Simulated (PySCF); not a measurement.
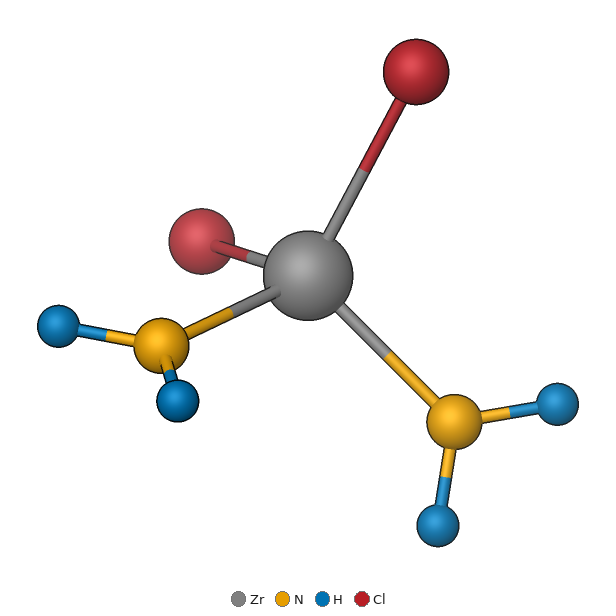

Every bond is drawn as one stick, whatever its order.

Charge 0, singlet. The computed structure is the end point of a PBE0-D3(BJ)/def2-SVP optimisation. No frequency run is at hand to confirm it as a minimum.

> Count the atoms of each element.

Cl2H4N2Zr, 9 atoms: 2 chlorine, 4 hydrogen, 2 nitrogen and 1 zirconium.

> How many bonds of each kind are drawn?

4 N–H, 2 N–Zr, 2 Cl–Zr.

The parts below concern this one geometry. Atoms keep their numbers from picture to picture.

**Geometry**

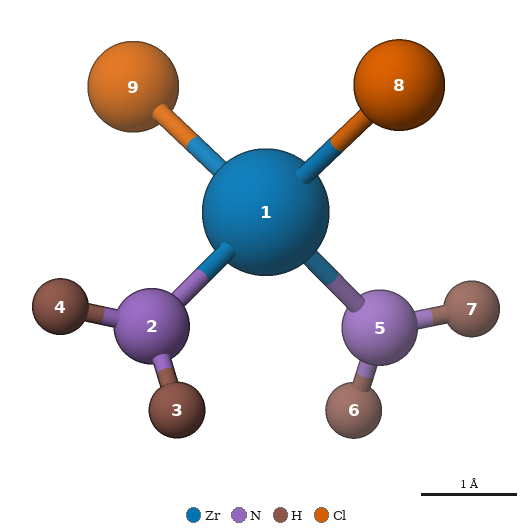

The atoms are numbered. No frequency run is at hand to confirm it as a minimum.

> How are the neighbours of atom 2 arranged?

N2 has 3 neighbours (Zr1 at 2.01, H3 at 1.02, H4 at 1.02 Å); the arrangement is trigonal planar.

> What is the geometry at Zr1?

Zr1 has 4 neighbours (N2 at 2.01, N5 at 2.01, Cl8 at 2.36, Cl9 at 2.36 Å); the arrangement is tetrahedral.

**Dipole moment**

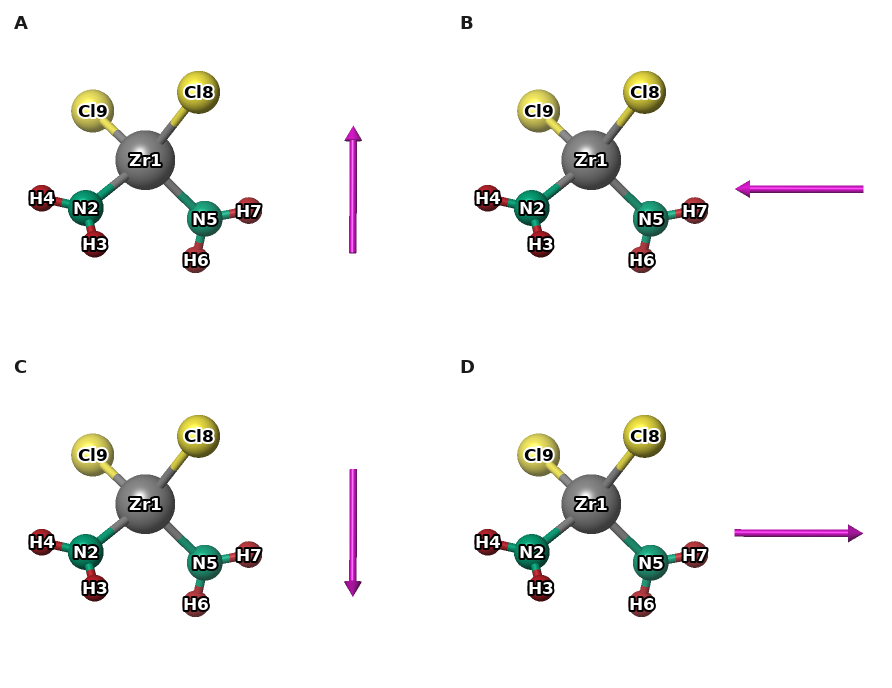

The same molecule four times, each with an arrow. No frequency run is at hand to confirm it as a minimum. Level of theory: ωB97X-D/def2-SVPD, gas phase, core potentials on Zr (PySCF 2.14.0).

> Which arrow points along the dipole moment, from the negative to the positive end?

C. The dipole moment is 3.66 D; it points from the side of Cl8, Cl9 to the side of H3, H6 (the outermost atoms at the two ends).

**Excitation**

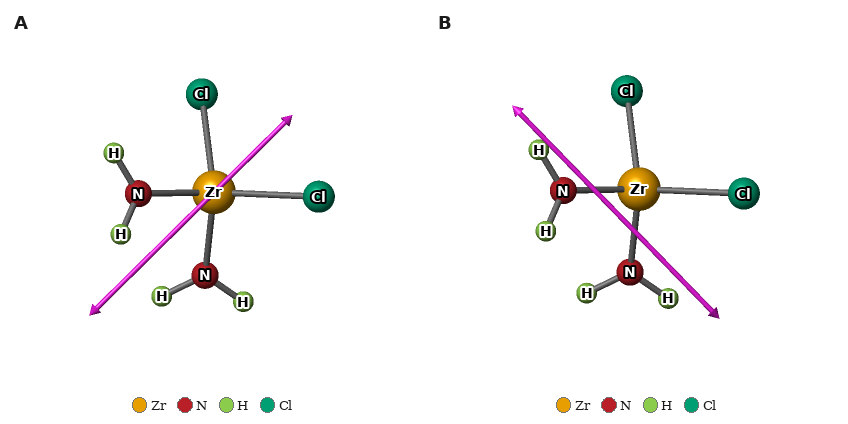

The double arrows show the directions of two transition dipoles from the ground state (lengths mean nothing). No frequency run is at hand to confirm it as a minimum. Properties computed with TDDFT ωB97X-D/def2-SVPD, vertical, gas phase, core orbitals frozen in the response, core potentials on Zr (PySCF 2.14.0).

> One belongs to singlet state 3 and one to singlet state 5. Which is which?

A: state 5, 6.13 eV (202 nm), oscillator strength 0.017, mainly HOMO−1 → LUMO+1 (weight 0.54).
B: state 3, 5.75 eV (216 nm), oscillator strength 0.042, mainly HOMO → LUMO+1 (weight 0.95).

**Metal centre**

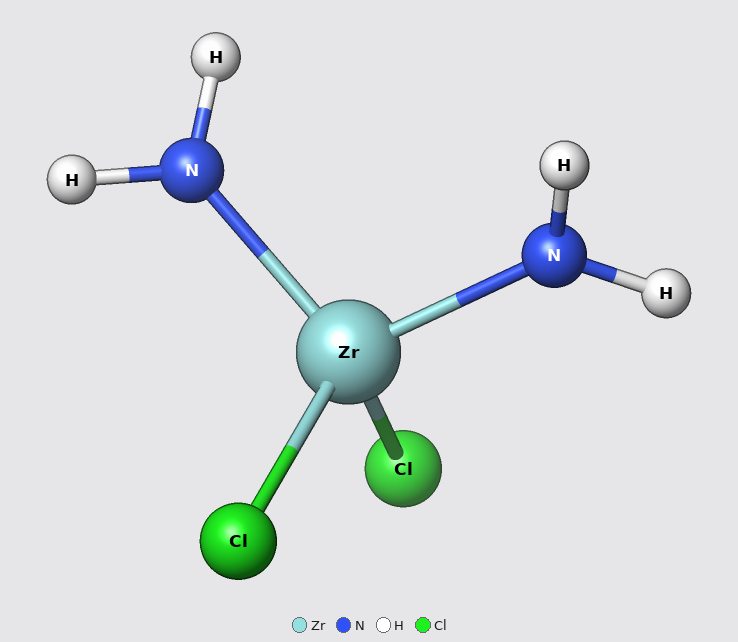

A molecule with one transition-metal atom. No frequency run is at hand to confirm it as a minimum.

> Describe the coordination sphere.

Zr binds 4 atoms: 2 N at 2.01 Å, 2 Cl at 2.36 Å. The arrangement is tetrahedral.

> What are the formal oxidation state of the metal and its number of d electrons?

Zr(IV), d⁰, counting the ligands as closed-shell ions or neutral donors.
